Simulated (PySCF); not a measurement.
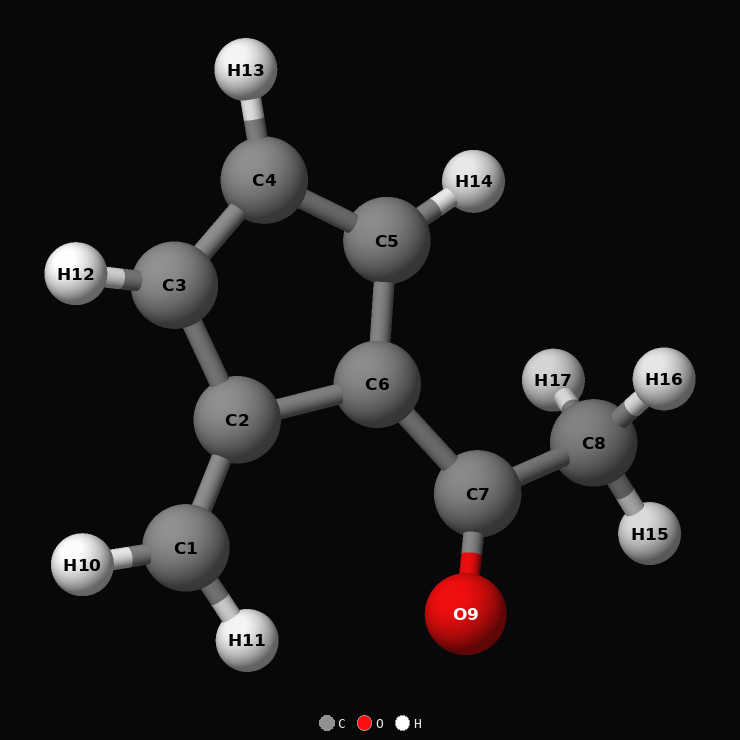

State: charge +1, doublet. The computed structure is the end point of a GFN2-xTB optimisation. No frequency run is at hand to confirm it as a minimum. Method: UKS B3LYP, pcH-1 on C H O, non-relativistic (PySCF 2.14.0). Fermi-contact and spin-dipolar terms alone, no spin-orbit part.

Which nucleus has the largest dipolar (anisotropic) hyperfine coupling?

13C at C6: principal values −37.2, −36.7, 73.9 MHz.

List the isotropic and dipolar parts for the most strongly coupled nuclei, one of each equivalent set.

```json
{"atom": "C6", "isotope": "13C", "a_iso (MHz)": "34.0", "dipolar part (MHz)": "−37.2, −36.7, 73.9"}
{"atom": "C3", "isotope": "13C", "a_iso (MHz)": "28.8", "dipolar part (MHz)": "−34.6, −33.8, 68.4"}
{"atom": "O9", "isotope": "17O", "a_iso (MHz)": "−8.9", "dipolar part (MHz)": "−49.2, 21.5, 27.7"}
{"atom": "C4", "isotope": "13C", "a_iso (MHz)": "−1.0", "dipolar part (MHz)": "−12.2, −10.4, 22.6"}
{"atom": "H12", "isotope": "1H", "a_iso (MHz)": "−28.7", "dipolar part (MHz)": "−16.9, −2.7, 19.6"}
{"atom": "C5", "isotope": "13C", "a_iso (MHz)": "−9.9", "dipolar part (MHz)": "−6.7, −5.2, 11.9"}
{"atom": "C7", "isotope": "13C", "a_iso (MHz)": "−23.9", "dipolar part (MHz)": "−11.0, 4.6, 6.4"}
{"atom": "H13", "isotope": "1H", "a_iso (MHz)": "−10.4", "dipolar part (MHz)": "−7.4, −3.1, 10.6"}
```
